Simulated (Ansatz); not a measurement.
# C$_{2}$H$_{12}$N$_{2}$Si$_{2}$: phonon calculation

C$_{2}$H$_{12}$N$_{2}$Si$_{2}$, computed with RKS PBE0/6-31G* (Ansatz 0.2.0).

It belongs to a series of runs on one base structure; here: vibrations at the highest image of the band. Figures and captions count atoms from 1; the log counts them from 0 in places.

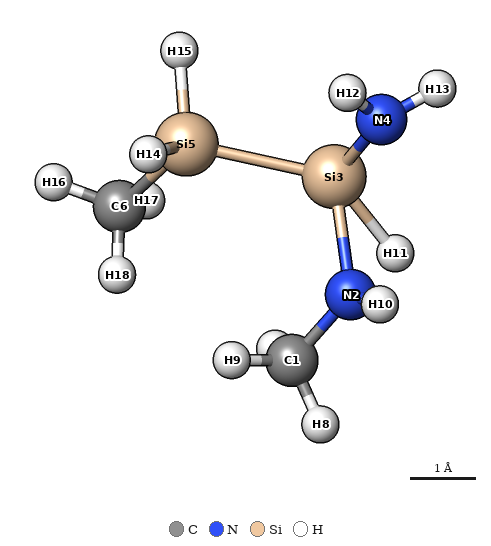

**Figure 1.** The structure as given in the input (ball-and-stick view, seen at a tilt; atoms are numbered from 1 in the order of the input). Bond lengths as drawn: C–H 1.09 to 1.10 Å, C–N 1.44 Å, C–Si 1.89 Å, H–N 1.01 to 1.02 Å, H–Si 1.50 to 1.62 Å, N–Si 1.74 to 1.93 Å and Si–Si 2.36 Å.

## The input
```yaml
crystal:
  periodic: [false, false, false]
  atoms:
    - { symbol: C, position_ang: [0.77635, -2.02514, -0.200826] }
    - { symbol: "N", position_ang: [1.086467, -0.955519, -1.117139] }
    - { symbol: Si, position_ang: [-0.009217, 0.626717, -1.211868] }
    - { symbol: "N", position_ang: [1.097848, 1.860464, -1.743696] }
    - { symbol: Si, position_ang: [-0.712871, 1.220679, 0.965363] }
    - { symbol: C, position_ang: [-1.820176, -0.058927, 1.814005] }
    - { symbol: H, position_ang: [-0.311285, -2.185931, -0.207242] }
    - { symbol: H, position_ang: [1.253109, -2.967848, -0.49272] }
    - { symbol: H, position_ang: [1.0651, -1.789692, 0.835832] }
    - { symbol: H, position_ang: [2.070738, -0.826797, -1.339572] }
    - { symbol: H, position_ang: [0.108148, -0.720555, -2.105493] }
    - { symbol: H, position_ang: [1.526214, 2.524433, -1.113156] }
    - { symbol: H, position_ang: [1.027324, 2.227525, -2.681347] }
    - { symbol: H, position_ang: [0.444085, 1.547793, 1.866228] }
    - { symbol: H, position_ang: [-1.483765, 2.496229, 0.81624] }
    - { symbol: H, position_ang: [-2.216165, 0.337111, 2.755141] }
    - { symbol: H, position_ang: [-2.668493, -0.320438, 1.172685] }
    - { symbol: H, position_ang: [-1.271109, -0.978805, 2.039366] }
basis:
  gaussian: { orbitals: "6-31G*" }
hamiltonian:
  xc: pbe0
phonons: {}
```

Run on 2 threads of Intel Xeon (Granite Rapids), 16 GiB of memory available, shared host.

Launched with:
```bash
ansatz run input.yaml --threads 2 --pin off --max-ram 3072MiB --backend cpu --events-out ev --progress --plain --runs-dir out
```

## What the program printed
```
Engine: ansatz 0.2.0, x86_64-unknown-linux-gnu
Functional definition: PBE0
  parameter a = 0.25
  parameter kappa = 0.804
  parameter beta = 0.06672455060314922
  exchange = (1 - a)*pbe_x(kappa = kappa, mu = beta*pi^2/3) + a*exact_x
  correlation = pbe_c(beta = beta)
1410 factors; integrals over basis functions are off by at most 6.0e-4 eV
mean field evaluation 1: about -20977.8746 eV, gradient 7.4e1 eV
mean field evaluation 2: about -20962.5440 eV, gradient 1.1e2 eV
mean field evaluation 4: about -20989.3895 eV, gradient 6.5e0 eV
mean field evaluation 8: about -20989.5053 eV, gradient 5.8e-1 eV
mean field evaluation 16: about -20989.5062 eV, gradient 3.6e-5 eV
mean field -20989.50618944 eV, -771.3501252637 hartree, gradient 3.6e-5 eV, S^2 0.000000; 0 other end points of the search recorded, 0 dependent functions left out
the calculation of the forces begins
reference -20989.50621813 eV, -771.3501263181 hartree; 33, 33 occupied and 89, 89 virtual orbitals, 1410 factors
these checks for a lower state are left out or cut short: stability, starts, cluster_reference, orbital_swaps, neighbouring_geometries, increment
1410 factors; integrals over basis functions are off by at most 6.0e-4 eV
mean field -20989.50601294 eV, -771.3501187774 hartree, gradient 2.6e-6 eV, S^2 0.000000; 0 other end points of the search recorded, 0 dependent functions left out
[... from here on the field's lines of each further geometry are left out, up to the last ...]
the calculation of the forces begins
reference -20989.50619812 eV, -771.3501255827 hartree; 33, 33 occupied and 89, 89 virtual orbitals, 1410 factors
these checks for a lower state are left out or cut short: stability, starts, cluster_reference, orbital_swaps, neighbouring_geometries, increment
1410 factors; integrals over basis functions are off by at most 6.0e-4 eV
mean field -20989.50617479 eV, -771.3501247253 hartree, gradient 9.0e-7 eV, S^2 0.000000; 0 other end points of the search recorded, 0 dependent functions left out
the calculation of the forces begins
reference -20989.50620348 eV, -771.3501257796 hartree; 33, 33 occupied and 89, 89 virtual orbitals, 1410 factors
WARN: phonons: modes at or below zero, which the zero-point energy, F, S and C_V leave out: 1, the lowest at -1533.24 cm⁻¹. A minimum has none, and a first-order saddle one
Total energy: -20989.50621813 eV, -771.3501263181 hartree
Atom 0 at     0.776350    -2.025140    -0.200826 Å, force    -0.000562    -0.001365     0.001695 eV/Å
Atom 1 at     1.086467    -0.955519    -1.117139 Å, force     0.004880     0.010004    -0.007475 eV/Å
Atom 2 at    -0.009217     0.626717    -1.211868 Å, force    -0.004573    -0.006574     0.005697 eV/Å
Atom 3 at     1.097848     1.860464    -1.743696 Å, force     0.001859    -0.004784    -0.001513 eV/Å
Atom 4 at    -0.712871     1.220679     0.965363 Å, force    -0.004248    -0.004510    -0.002012 eV/Å
Atom 5 at    -1.820176    -0.058927     1.814005 Å, force     0.002840     0.007606     0.001817 eV/Å
Atom 6 at    -0.311285    -2.185931    -0.207242 Å, force    -0.002229     0.002401     0.000056 eV/Å
Atom 7 at     1.253109    -2.967848    -0.492720 Å, force    -0.001251    -0.000173    -0.001039 eV/Å
Atom 8 at     1.065100    -1.789692     0.835832 Å, force    -0.000621    -0.001543    -0.002721 eV/Å
Atom 9 at     2.070738    -0.826797    -1.339572 Å, force     0.003361    -0.002860     0.006307 eV/Å
Atom 10 at     0.108148    -0.720555    -2.105493 Å, force    -0.001718    -0.001690     0.000549 eV/Å
Atom 11 at     1.526214     2.524433    -1.113156 Å, force    -0.000271     0.002567     0.000346 eV/Å
Atom 12 at     1.027324     2.227525    -2.681347 Å, force     0.000100     0.002310    -0.000548 eV/Å
Atom 13 at     0.444085     1.547793     1.866228 Å, force    -0.000054     0.000338     0.000189 eV/Å
Atom 14 at    -1.483765     2.496229     0.816240 Å, force    -0.000033     0.000069     0.000987 eV/Å
Atom 15 at    -2.216165     0.337111     2.755141 Å, force    -0.000691    -0.002080    -0.000877 eV/Å
Atom 16 at    -2.668493    -0.320438     1.172685 Å, force     0.000910    -0.000435    -0.000398 eV/Å
Atom 17 at    -1.271109    -0.978805     2.039366 Å, force     0.002301     0.000719    -0.001059 eV/Å
Dipole moment:     0.341459    -0.138635     0.035553 e Å
Vibrations: -1533.24 40.40 76.79 104.47 118.24 142.75 170.72 200.21 244.52 269.09 310.79 339.07 398.88 449.59 572.04 603.29 625.21 668.73 711.75 823.19 846.27 894.49 903.94 938.00 1022.87 1080.13 1137.84 1169.13 1316.42 1328.90 1476.18 1491.18 1491.90 1515.20 1533.24 1625.91 1863.34 2180.28 2210.91 3017.22 3076.90 3080.64 3126.05 3164.93 3167.98 3554.67 3608.90 3714.04 cm⁻¹, zero-point energy 3.868753 eV
```

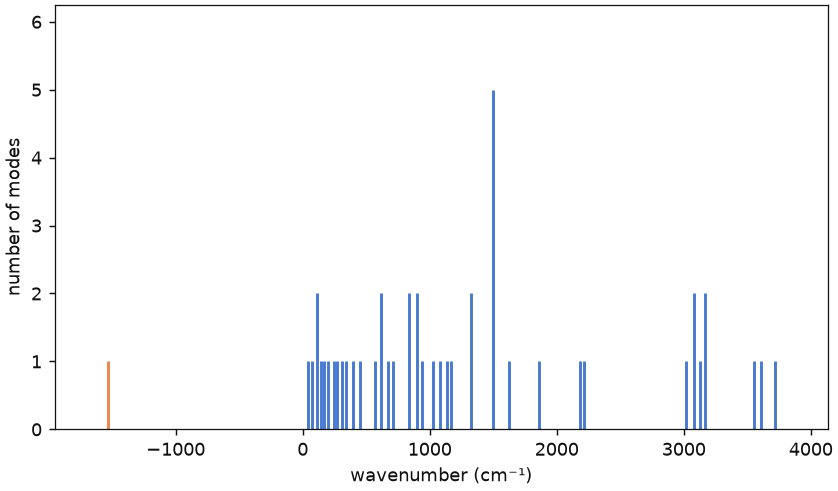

**Figure 2.** Harmonic vibrational wavenumbers from the force constants; neighbouring modes closer than 24 cm⁻¹ are counted in one stick, and imaginary ones are drawn at negative wavenumbers. 48 modes from 1533i to 3714 cm⁻¹, 1 imaginary beyond 8i (1533i cm⁻¹): a first-order saddle point, if the geometry is stationary.

## Results in brief

- outcome: converged
- total energy: −20989.5062 eV
- mean-field energy: −20989.5062 eV
- largest force (length of the vector): 0.013 eV/Å
- wall time: 3.7 min (CPU time 7.1 min)
- peak memory: 0.35 GiB
